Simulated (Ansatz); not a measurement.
Input

```
crystal:
  periodic: [false, false, false]
  atoms:
    - {symbol: C, position_ang: [1.410656, 0.221788, 0.897022]}
    - {symbol: S, position_ang: [0.676339, 1.449776, -0.234361]}
    - {symbol: Ga, position_ang: [-1.048167, 0.332879, -0.911686]}
    - {symbol: O, position_ang: [-1.391647, -1.314370, -0.345328]}
    - {symbol: F, position_ang: [-2.188507, 1.008080, -2.056797]}
    - {symbol: H, position_ang: [0.734141, -0.018259, 1.714419]}
    - {symbol: H, position_ang: [2.307750, 0.689888, 1.301073]}
    - {symbol: H, position_ang: [1.689360, -0.687332, 0.368527]}
    - {symbol: H, position_ang: [-2.189916, -1.682440, -0.732868]}
basis:
  gaussian: {orbitals: def2-TZVPP}
hamiltonian: {xc: pbe0, dispersion: d4}
output: {orbitals: {seedname: orbitals}}
```

Launched as:

```sh
ansatz run in.yaml --threads 4 --pin off --events-out ev --progress --plain --max-ram 10444MiB
```

Geometry: PBE0-D4/def2-TZVP.

All numbers below come from RKS PBE0-D4/def2-TZVPP (Ansatz).

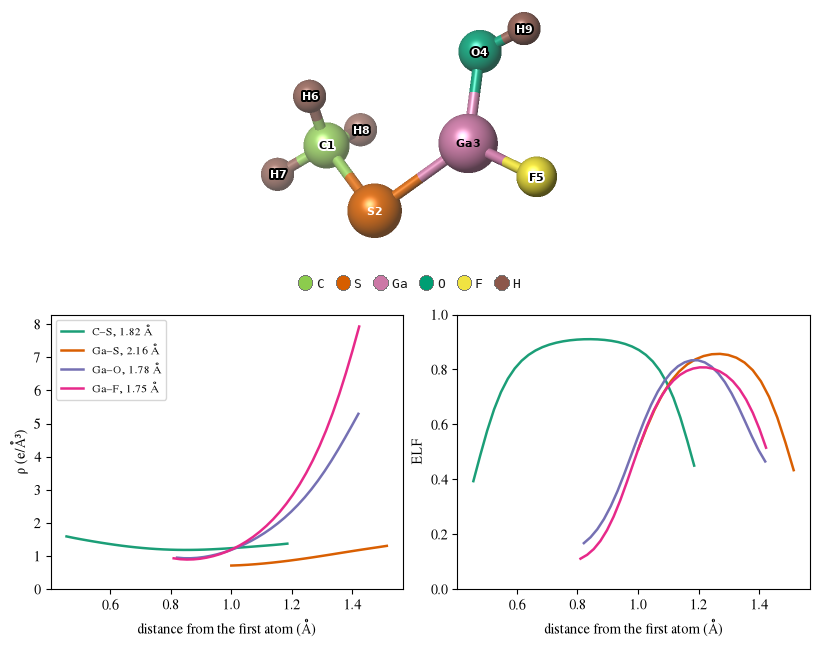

CH4FGaOS (SMILES C[S][Ga]([OH])[F]). Total electron density and electron localisation function along straight lines between neighbouring atoms. The curves leave out the atomic cores. The structure is drawn too.

### What can be read from the curves?

C–S (1.82 Å): ρ is about 1.2 e/Å³ halfway; the ELF peaks at about 0.90 between the atoms; a shared electron pair.
Ga–S (2.16 Å): ρ at the midpoint is about 0.75 e/Å³; the ELF peaks at about 0.85 in the valence shell of S, 0.9 Å from its nucleus, and is about 0.70 at the midpoint.
Ga–O (1.78 Å): ρ is about 0.94 e/Å³ halfway; the ELF peaks at about 0.85 in the valence shell of O, 0.6 Å from its nucleus, and is about 0.25 at the midpoint.
Ga–F (1.75 Å): ρ at the midpoint is about 0.9 e/Å³; the ELF peaks at about 0.80 in the valence shell of F, 0.5 Å from its nucleus, and is about 0.20 at the midpoint.
